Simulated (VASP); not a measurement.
# Molecular dynamics, with input and output: CO (part 6 of 6)

CO (disordered cell, 24 atoms in the cell); Kohn-Sham DFT of a periodic cell, PBE with D3(BJ), VASP PAW PBE potentials, recommended, no spin polarisation (VASP 6.6.1); cutoff 520 eV, 1×1×1 k-mesh, fermi-dirac of 0.05 eV. It belongs to a series of runs on one base structure; here: dynamics from the start.

Geometry of the input (Å; fractional positions):
```
8.2268  0.0000  0.0000
0.0000  8.2268  0.0000
0.0000  0.0000  8.2268
O  0.5102  0.0057  0.5593
O  0.7677  0.8013  0.2683
O  0.3324  0.9751  0.2112
O  0.4725  0.4171  0.1937
O  0.3436  0.8168  0.8416
O  0.5848  0.5478  0.6113
O  0.6800  0.2229  0.9040
O  0.9760  0.7843  0.9371
O  0.0312  0.2139  0.5257
O  0.1339  0.6015  0.5901
O  0.2612  0.3960  0.8698
O  0.8543  0.4184  0.2475
C  0.5863  0.1159  0.5261
C  0.8409  0.8400  0.3786
C  0.1968  0.9979  0.2247
C  0.3955  0.3830  0.3032
C  0.4410  0.7511  0.9141
C  0.7182  0.5215  0.6356
C  0.6939  0.1244  0.9999
C  0.8668  0.8106  0.8569
C  -0.0071  0.1383  0.6348
C  0.1760  0.6499  0.4679
C  0.2910  0.2623  0.8527
C  0.9700  0.4210  0.1719
```

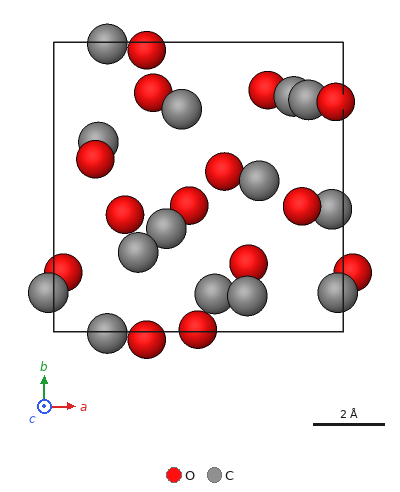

*The geometry at step 29 of the log (spheres-only view of the cell of the calculation, along the c axis).*

**Trajectory as extended XYZ, continued**
```
24
Lattice="8.2268 0.0000 0.0000 0.0000 8.2268 0.0000 0.0000 0.0000 8.2268" Properties=species:S:1:pos:R:3:forces:R:3 step=18 energy=-178.77253 temperature=321.1
O     4.1355    0.0812    4.6294   -0.1516  -0.2666   0.0523
O     6.1446    6.7395    2.2610    0.3351  -0.0045   0.4011
O     2.6761    8.0187    1.7089   -1.0565   0.1792   0.0954
O     3.8703    3.5387    1.6875    0.4508   0.3502  -0.5222
O     2.8337    6.7755    6.8724    0.3491  -0.2179   0.3080
O     4.8091    4.5526    4.9259    0.9114  -0.2161   0.3109
O     5.5612    1.8929    7.4890    0.0042   1.1996  -0.9954
O     8.0258    6.5095    7.7601   -1.1900   0.0818  -1.0758
O     0.2622    1.7176    4.2811   -0.0074  -0.0556   0.0655
O     1.1604    4.9157    4.8591    0.0311   0.2045  -0.3903
O     2.0362    3.2991    7.1557    0.3986  -1.0597  -0.1045
O     7.0363    3.5097    2.1292   -2.3346   0.0584   1.7806
C     4.6240    1.0590    4.3057    0.2028   0.2306  -0.0451
C     6.8669    6.7725    3.1517   -0.3607   0.0368  -0.4184
C     1.5420    8.2043    1.8012    1.0307  -0.1698  -0.0991
C     3.2316    3.0141    2.4675   -0.5029  -0.2720   0.4915
C     3.6471    6.2717    7.5059   -0.3325   0.1815  -0.2864
C     5.8780    4.2921    5.2711   -0.9165   0.1913  -0.3199
C     5.5709    1.0219    8.2092    0.0318  -1.1967   0.9986
C     7.1672    6.5937    6.9873    1.1651  -0.0849   1.0781
C     8.1314    1.0969    5.1723    0.0014   0.0557  -0.0544
C     1.3170    5.3975    3.8308    0.0045  -0.1981   0.3773
C     2.4059    2.2164    7.0179   -0.4012   1.0592   0.1389
C     7.9200    3.4905    1.4424    2.3446  -0.0816  -1.7935
24
Lattice="8.2268 0.0000 0.0000 0.0000 8.2268 0.0000 0.0000 0.0000 8.2268" Properties=species:S:1:pos:R:3:forces:R:3 step=21 energy=-178.70479 temperature=281.5
O     4.1242    0.0806    4.6295   -0.0160   0.0047  -0.0406
O     6.1176    6.7736    2.2688    1.2931  -0.0652   1.5295
O     2.6689    8.0139    1.7147   -1.6414   0.2663   0.1201
O     3.8632    3.5533    1.7055    0.6373   0.5266  -0.7127
O     2.8313    6.7799    6.8671    0.3787  -0.2322   0.3416
O     4.8054    4.5633    4.9013    2.3248  -0.5930   0.8505
O     5.5520    1.9030    7.5051    0.0245   1.8757  -1.5011
O     8.0165    6.5190    7.7635   -0.3847  -0.0003  -0.3676
O     0.2666    1.7092    4.2686   -0.4358  -0.7419   1.0656
O     1.1654    4.9092    4.8645    0.2366   1.0195  -2.1019
O     2.0260    3.2997    7.1584   -0.0959   0.3846   0.0877
O     7.0379    3.5270    2.1502   -0.9083   0.0449   0.6980
C     4.6013    1.0696    4.3130    0.0693  -0.0333   0.0476
C     6.8640    6.7465    3.1581   -1.3432   0.1055  -1.5468
C     1.5279    8.1989    1.7923    1.6155  -0.2603  -0.1178
C     3.2232    2.9937    2.4559   -0.6837  -0.4480   0.6801
C     3.6424    6.2857    7.5120   -0.3592   0.1911  -0.3236
C     5.8753    4.2862    5.2813   -2.3332   0.5707  -0.8518
C     5.5479    1.0260    8.2075    0.0151  -1.8770   1.5022
C     7.1818    6.5929    6.9786    0.3600  -0.0101   0.3704
C     8.1103    1.0928    5.1675    0.4299   0.7418  -1.0553
C     1.2984    5.4049    3.8189   -0.1947  -1.0208   2.0880
C     2.3998    2.2342    7.0126    0.0968  -0.3841  -0.0525
C     7.9183    3.4917    1.4373    0.9174  -0.0695  -0.7164
24
Lattice="8.2268 0.0000 0.0000 0.0000 8.2268 0.0000 0.0000 0.0000 8.2268" Properties=species:S:1:pos:R:3:forces:R:3 step=23 energy=-178.74557 temperature=281.6
O     4.1188    0.0789    4.6242   -0.2381  -0.4695   0.1087
O     6.1055    6.7983    2.2794    1.1912  -0.1272   1.3774
O     2.6588    8.0125    1.7201   -0.8627   0.1331   0.0601
O     3.8619    3.5657    1.7148    0.3183   0.2618  -0.3284
O     2.8296    6.7835    6.8681   -0.0355   0.0219   0.0136
O     4.8148    4.5654    4.8862    1.1726  -0.3007   0.4814
O     5.5480    1.9111    7.5138    0.0352   1.2389  -0.9833
O     8.0116    6.5251    7.7669    0.6191  -0.0872   0.5952
O     0.2672    1.7018    4.2649   -0.4186  -0.6853   0.9933
O     1.1693    4.9079    4.8634    0.1966   0.9813  -2.0186
O     2.0213    3.2996    7.1603   -0.5474   1.6475   0.2726
O     7.0365    3.5385    2.1661    0.6111  -0.0277  -0.5491
C     4.5884    1.0701    4.3208    0.2942   0.4374  -0.0951
C     6.8579    6.7302    3.1592   -1.2369   0.1750  -1.4036
C     1.5239    8.1920    1.7872    0.8329  -0.1234  -0.0550
C     3.2179    2.9803    2.4488   -0.3642  -0.1721   0.3025
C     3.6378    6.2947    7.5114    0.0544  -0.0574   0.0013
C     5.8624    4.2869    5.2882   -1.1826   0.2811  -0.4765
C     5.5350    1.0263    8.2166    0.0028  -1.2402   0.9875
C     7.1993    6.5893    6.9754   -0.6518   0.0742  -0.5907
C     8.0978    1.0938    5.1627    0.4112   0.6879  -0.9838
C     1.2879    5.4040    3.8173   -0.1442  -0.9846   2.0073
C     2.3963    2.2470    7.0094    0.5499  -1.6506  -0.2357
C     7.9203    3.4907    1.4310   -0.6063   0.0027   0.5318
24
Lattice="8.2268 0.0000 0.0000 0.0000 8.2268 0.0000 0.0000 0.0000 8.2268" Properties=species:S:1:pos:R:3:forces:R:3 step=25 energy=-178.76650 temperature=277.7
O     4.1099    0.0744    4.6176   -0.1389  -0.2708   0.0466
O     6.0959    6.8234    2.2931    0.4213  -0.0862   0.4668
O     2.6502    8.0117    1.7261   -0.0119  -0.0091   0.0062
O     3.8596    3.5780    1.7257    0.0254  -0.0004   0.0023
O     2.8281    6.7877    6.8685   -0.2909   0.1746  -0.1908
O     4.8278    4.5648    4.8757   -0.8215   0.2344  -0.2996
O     5.5444    1.9198    7.5170    0.0151  -0.0517   0.0428
O     8.0091    6.5320    7.7704    1.5491  -0.1503   1.5400
O     0.2670    1.6923    4.2633   -0.0984  -0.1845   0.2626
O     1.1750    4.9078    4.8590    0.0547   0.4607  -0.9099
O     2.0196    3.3048    7.1614   -0.6064   1.8117   0.3000
O     7.0380    3.5473    2.1816    1.4836  -0.0981  -1.3243
C     4.5811    1.0720    4.3307    0.1961   0.2444  -0.0322
C     6.8474    6.7176    3.1549   -0.4655   0.1308  -0.4872
C     1.5220    8.1876    1.7806   -0.0232   0.0147  -0.0022
C     3.2110    2.9662    2.4409   -0.0669   0.0918  -0.0279
C     3.6353    6.3043    7.5117    0.3085  -0.2143   0.2021
C     5.8472    4.2885    5.2946    0.8175  -0.2552   0.3068
C     5.5223    1.0225    8.2261    0.0275   0.0540  -0.0435
C     7.2149    6.5877    6.9750   -1.5863   0.1402  -1.5319
C     8.0874    1.1001    5.1559    0.0928   0.1890  -0.2500
C     1.2787    5.4008    3.8231    0.0023  -0.4636   0.8915
C     2.3950    2.2541    7.0083    0.6125  -1.8178  -0.2649
C     7.9184    3.4878    1.4259   -1.4807   0.0694   1.2973
24
Lattice="8.2268 0.0000 0.0000 0.0000 8.2268 0.0000 0.0000 0.0000 8.2268" Properties=species:S:1:pos:R:3:forces:R:3 step=27 energy=-178.70674 temperature=269.2
O     4.1007    0.0692    4.6121    0.0751   0.1706  -0.0709
O     6.0883    6.8481    2.3065   -0.6521   0.1009  -0.7635
O     2.6450    8.0084    1.7310    0.4928  -0.0901  -0.0125
O     3.8542    3.5856    1.7358   -0.0391  -0.0648   0.0736
O     2.8272    6.7904    6.8735   -0.7444   0.4379  -0.5531
O     4.8397    4.5624    4.8662   -2.6685   0.7399  -1.1124
O     5.5389    1.9295    7.5188   -0.0306  -1.4454   1.1400
O     8.0082    6.5347    7.7767    1.8600  -0.1762   1.9091
O     0.2682    1.6858    4.2641    0.2781   0.3507  -0.5538
O     1.1788    4.9075    4.8542   -0.0985  -0.2784   0.6423
O     2.0212    3.3149    7.1621   -0.3162   1.0140   0.1882
O     7.0444    3.5560    2.1970    1.5252  -0.1255  -1.4093
C     4.5770    1.0751    4.3459   -0.0220  -0.1940   0.0880
C     6.8323    6.7039    3.1502    0.6033  -0.0549   0.7400
C     1.5208    8.1849    1.7707   -0.5336   0.0962   0.0200
C     3.2055    2.9506    2.4320    0.0068   0.1638  -0.0912
C     3.6328    6.3163    7.5161    0.7663  -0.4800   0.5656
C     5.8366    4.2910    5.2982    2.6703  -0.7640   1.1243
C     5.5085    1.0181    0.0096    0.0739   1.4408  -1.1417
C     7.2294    6.5895    6.9713   -1.8986   0.1680  -1.8968
C     8.0792    1.1073    5.1497   -0.2809  -0.3469   0.5620
C     1.2713    5.3967    3.8325    0.1627   0.2805  -0.6669
C     2.3955    2.2574    7.0037    0.3175  -1.0301  -0.1507
C     7.9121    3.4845    1.4262   -1.5222   0.0985   1.3840
24
Lattice="8.2268 0.0000 0.0000 0.0000 8.2268 0.0000 0.0000 0.0000 8.2268" Properties=species:S:1:pos:R:3:forces:R:3 step=29 energy=-178.69730 temperature=265.0
O     4.0932    0.0629    4.6071    0.2455   0.5259  -0.1500
O     6.0795    6.8706    2.3185   -1.0386   0.2285  -1.1931
O     2.6404    8.0046    1.7345    1.0808  -0.1896  -0.0222
O     3.8494    3.5892    1.7435   -0.2542  -0.2838   0.2951
O     2.8257    6.7950    6.8810   -0.7900   0.4530  -0.5861
O     4.8475    4.5570    4.8563   -2.6441   0.7211  -1.1532
O     5.5352    1.9354    7.5210   -0.0613  -1.9540   1.5411
O     8.0124    6.5349    7.7883    0.7498  -0.1023   0.7839
O     0.2682    1.6813    4.2624    0.4772   0.6043  -0.9567
O     1.1810    4.9063    4.8513   -0.2080  -0.8991   1.9212
O     2.0227    3.3286    7.1643    0.2623  -0.6252  -0.0585
O     7.0549    3.5670    2.2059    0.6206  -0.0616  -0.6268
C     4.5743    1.0768    4.3654   -0.1952  -0.5523   0.1626
C     6.8195    6.6903    3.1523    0.9798  -0.1851   1.1683
C     1.5210    8.1814    1.7617   -1.1254   0.1874   0.0346
C     3.1983    2.9334    2.4235    0.2263   0.3873  -0.3086
C     3.6342    6.3269    7.5235    0.8220  -0.5029   0.5919
C     5.8379    4.2923    5.3072    2.6403  -0.7441   1.1653
C     5.4976    1.0189    0.0157    0.1087   1.9509  -1.5436
C     7.2387    6.5921    6.9611   -0.7973   0.0941  -0.7787
C     8.0706    1.1134    5.1454   -0.4824  -0.5991   0.9691
C     1.2671    5.3942    3.8411    0.2753   0.8998  -1.9427
C     2.3978    2.2562    6.9989   -0.2648   0.6100   0.1013
C     7.9028    3.4829    1.4317   -0.6249   0.0384   0.5980
24
Lattice="8.2268 0.0000 0.0000 0.0000 8.2268 0.0000 0.0000 0.0000 8.2268" Properties=species:S:1:pos:R:3:forces:R:3 step=31 energy=-178.73088 temperature=302.2
O     4.0875    0.0588    4.6001    0.2237   0.4734  -0.1205
O     6.0676    6.8934    2.3281   -0.4599   0.1061  -0.5413
O     2.6364    8.0004    1.7355    1.3420  -0.2295  -0.0179
O     3.8440    3.5919    1.7503   -0.3723  -0.4146   0.4024
O     2.8223    6.8020    6.8895   -0.2621   0.1452  -0.1709
O     4.8479    4.5523    4.8442   -0.9076   0.2559  -0.3767
O     5.5336    1.9370    7.5270   -0.0477  -1.2702   1.0001
O     8.0170    6.5354    7.8001   -0.6382   0.0010  -0.7213
O     0.2690    1.6759    4.2603    0.4732   0.5739  -0.9251
O     1.1844    4.9019    4.8514   -0.1887  -0.8515   1.7932
O     2.0243    3.3393    7.1654    0.7208  -1.9744  -0.2696
O     7.0683    3.5793    2.2114   -0.9541   0.1079   0.8279
C     4.5708    1.0773    4.3869   -0.1812  -0.5007   0.1395
C     6.8121    6.6781    3.1594    0.4090  -0.0510   0.5138
C     1.5186    8.1746    1.7540   -1.3942   0.2262   0.0359
C     3.1909    2.9178    2.4135    0.3537   0.5202  -0.4157
C     3.6403    6.3382    7.5341    0.2967  -0.1989   0.1644
C     5.8453    4.2896    5.3188    0.9051  -0.2721   0.3979
C     5.4844    1.0267    0.0146    0.0982   1.2625  -1.0024
C     7.2441    6.5949    6.9478    0.5852  -0.0105   0.7284
C     8.0590    1.1186    5.1444   -0.4779  -0.5706   0.9369
C     1.2642    5.3957    3.8424    0.2580   0.8562  -1.8187
C     2.3986    2.2528    6.9949   -0.7269   1.9612   0.3152
C     7.8921    3.4825    1.4403    0.9456  -0.1425  -0.8607
24
Lattice="8.2268 0.0000 0.0000 0.0000 8.2268 0.0000 0.0000 0.0000 8.2268" Properties=species:S:1:pos:R:3:forces:R:3 step=33 energy=-178.68404 temperature=314.3
O     4.0792    0.0530    4.5927    0.2879   0.6077  -0.1240
O     6.0525    6.9178    2.3374    0.6131  -0.2249   0.6401
O     2.6341    7.9949    1.7352    1.1015  -0.1901  -0.0069
O     3.8388    3.5944    1.7608   -0.3679  -0.4224   0.3835
O     2.8161    6.8075    6.8979    0.7651  -0.4213   0.6271
O     4.8425    4.5497    4.8315    1.5076  -0.3763   0.8035
O     5.5319    1.9372    7.5344    0.0375   0.2068  -0.1567
O     8.0209    6.5368    7.8068   -1.3992   0.0601  -1.5971
O     0.2715    1.6718    4.2540   -0.0099  -0.0419   0.0556
O     1.1898    4.8951    4.8557   -0.0605  -0.0682   0.1916
O     2.0270    3.3429    7.1628    0.8416  -2.3441  -0.3222
O     7.0811    3.5902    2.2204   -2.3288   0.3115   2.1727
C     4.5671    1.0767    4.4098   -0.2500  -0.6288   0.1345
C     6.8060    6.6670    3.1703   -0.6489   0.2836  -0.6697
C     1.5139    8.1670    1.7465   -1.1640   0.1917   0.0314
C     3.1852    2.9015    2.4038    0.3561   0.5241  -0.3996
C     3.6497    6.3500    7.5497   -0.7253   0.3643  -0.6459
C     5.8560    4.2863    5.3316   -1.5229   0.3568  -0.7807
C     5.4713    1.0395    0.0092    0.0200  -0.2215   0.1542
C     7.2522    6.5966    6.9355    1.3493  -0.0732   1.6134
C     8.0471    1.1239    5.1503    0.0036   0.0474  -0.0396
C     1.2621    5.4017    3.8360    0.1319   0.0811  -0.2240
C     2.4000    2.2517    6.9920   -0.8507   2.3316   0.3706
C     7.8824    3.4812    1.4490    2.3126  -0.3431  -2.2080
24
Lattice="8.2268 0.0000 0.0000 0.0000 8.2268 0.0000 0.0000 0.0000 8.2268" Properties=species:S:1:pos:R:3:forces:R:3 step=35 energy=-178.59920 temperature=275.7
O     4.0730    0.0487    4.5834    0.1687   0.3567  -0.0636
O     6.0376    6.9417    2.3463    1.4497  -0.5642   1.5442
O     2.6340    7.9877    1.7335    0.3042  -0.0651   0.0025
O     3.8326    3.5957    1.7726   -0.0533  -0.0887   0.0694
O     2.8096    6.8106    6.9077    1.4403  -0.7633   1.1407
O     4.8411    4.5466    4.8217    2.8710  -0.7263   1.5207
O     5.5328    1.9347    7.5411    0.1749   1.8407  -1.4295
O     8.0208    6.5370    7.8105   -1.2834   0.0577  -1.5149
O     0.2744    1.6654    4.2479   -0.3791  -0.4656   0.7748
O     1.1928    4.8874    4.8601    0.0543   0.7520  -1.4365
O     2.0273    3.3400    7.1570    0.4441  -1.1611  -0.1265
O     7.0882    3.6031    2.2332   -2.2988   0.3431   2.1901
C     4.5640    1.0730    4.4309   -0.1432  -0.3872   0.0758
C     6.7997    6.6562    3.1775   -1.4818   0.6198  -1.5741
C     1.5068    8.1588    1.7420   -0.3600   0.0754   0.0275
C     3.1822    2.8890    2.3944    0.0422   0.1915  -0.0796
C     3.6559    6.3609    7.5644   -1.4043   0.7037  -1.1773
C     5.8638    4.2821    5.3413   -2.8926   0.7087  -1.5009
C     5.4604    1.0505    0.0044   -0.1228  -1.8507   1.4304
C     7.2679    6.5988    6.9277    1.2327  -0.0678   1.5285
C     8.0351    1.1306    5.1550    0.3687   0.4667  -0.7586
C     1.2638    5.4086    3.8289    0.0169  -0.7408   1.4066
C     2.4009    2.2615    6.9923   -0.4473   1.1426   0.1772
C     7.8797    3.4809    1.4537    2.2836  -0.3798  -2.2363
24
Lattice="8.2268 0.0000 0.0000 0.0000 8.2268 0.0000 0.0000 0.0000 8.2268" Properties=species:S:1:pos:R:3:forces:R:3 step=37 energy=-178.60228 temperature=303.2
O     4.0672    0.0436    4.5733   -0.0071  -0.0114  -0.0011
O     6.0243    6.9610    2.3592    1.4890  -0.6340   1.5564
O     2.6358    7.9789    1.7318   -0.9516   0.1243   0.0122
O     3.8280    3.5991    1.7838    0.2088   0.2012  -0.1787
O     2.8024    6.8131    6.9217    1.4490  -0.7440   1.1267
O     4.8452    4.5391    4.8145    2.9252  -0.7338   1.5907
O     5.5317    1.9344    7.5421    0.2394   2.3115  -1.8083
O     8.0224    6.5335    7.8129   -0.9550   0.0479  -1.1674
O     0.2751    1.6554    4.2470   -0.2938  -0.3446   0.5888
O     1.1932    4.8829    4.8620    0.1088   1.1139  -2.1411
O     2.0287    3.3342    7.1503   -0.4092   1.2797   0.2412
O     7.0894    3.6184    2.2495   -0.7563   0.1081   0.6806
C     4.5606    1.0670    4.4526    0.0248  -0.0232   0.0136
C     6.7893    6.6465    3.1777   -1.5192   0.6916  -1.5941
C     1.4975    8.1526    1.7352    0.8963  -0.1121   0.0291
C     3.1814    2.8788    2.3862   -0.2150  -0.0937   0.1744
C     3.6559    6.3723    7.5749   -1.4056   0.6803  -1.1718
C     5.8639    4.2782    5.3456   -2.9457   0.7183  -1.5657
C     5.4514    1.0572    0.0059   -0.1812  -2.3225   1.8117
C     7.2883    6.6050    6.9212    0.8928  -0.0648   1.1812
C     8.0232    1.1362    5.1539    0.2872   0.3521  -0.5741
C     1.2658    5.4104    3.8251   -0.0361  -1.1045   2.1157
C     2.4041    2.2791    6.9950    0.4005  -1.2956  -0.1945
C     7.8833    3.4839    1.4505    0.7487  -0.1534  -0.7346
24
Lattice="8.2268 0.0000 0.0000 0.0000 8.2268 0.0000 0.0000 0.0000 8.2268" Properties=species:S:1:pos:R:3:forces:R:3 step=39 energy=-178.67942 temperature=321.1
O     4.0621    0.0374    4.5615   -0.1586  -0.3287   0.0359
O     6.0153    6.9788    2.3767    0.6459  -0.3098   0.6317
O     2.6348    7.9722    1.7308   -1.3171   0.1806   0.0122
O     3.8256    3.6015    1.7947    0.4367   0.4645  -0.3830
O     2.7962    6.8133    6.9374    0.9422  -0.4643   0.7146
O     4.8591    4.5299    4.8087    1.6602  -0.4027   0.9647
O     5.5292    1.9408    7.5397    0.1254   0.9614  -0.7476
O     8.0220    6.5286    7.8134   -0.3562  -0.0070  -0.4524
O     0.2777    1.6415    4.2520    0.0989   0.0722  -0.1470
O     1.1922    4.8845    4.8571    0.0586   0.6983  -1.3349
O     2.0258    3.3311    7.1414   -1.0353   2.9273   0.4616
O     7.0906    3.6339    2.2701    1.1703  -0.2521  -1.2965
C     4.5563    1.0604    4.4739    0.1670   0.2981  -0.0177
C     6.7763    6.6396    3.1710   -0.6732   0.3655  -0.6776
C     1.4931    8.1469    1.7293    1.2551  -0.1642   0.0376
C     3.1805    2.8697    2.3782   -0.4442  -0.3544   0.3815
C     3.6546    6.3846    7.5800   -0.8902   0.3943  -0.7628
C     5.8584    4.2778    5.3468   -1.6789   0.3891  -0.9368
C     5.4428    1.0564    0.0153   -0.0621  -0.9711   0.7513
C     7.3083    6.6120    6.9174    0.2968  -0.0114   0.4739
C     8.0131    1.1434    5.1535   -0.1034  -0.0622   0.1579
C     1.2692    5.4038    3.8265    0.0130  -0.6814   1.3030
C     2.4093    2.2919    6.9975    1.0209  -2.9391  -0.4120
C     7.8903    3.4819    1.4443   -1.1824   0.1964   1.2424
```

**Results in brief**

```tsv
quantity	value
outcome	finished
mean temperature over the second half	288 K
trajectory	40 frames kept
electrons treated	120
potential energy (free energy of the electrons) (last step)	−178.6794 eV
dispersion energy (last step)	−1.4122 eV
Fermi energy of the self-consistent step (last step)	−3.920 eV
pressure (without the kinetic term) (last step)	−0.35 GPa
final volume (last step)	556.80 Å³
largest force (length of the vector) (last step)	3.139 eV/Å
wall time	25 min
peak memory	0.65 GiB
```

**Notes**

The k-point mesh is coarse for a cell of this size, so the results may not be converged.
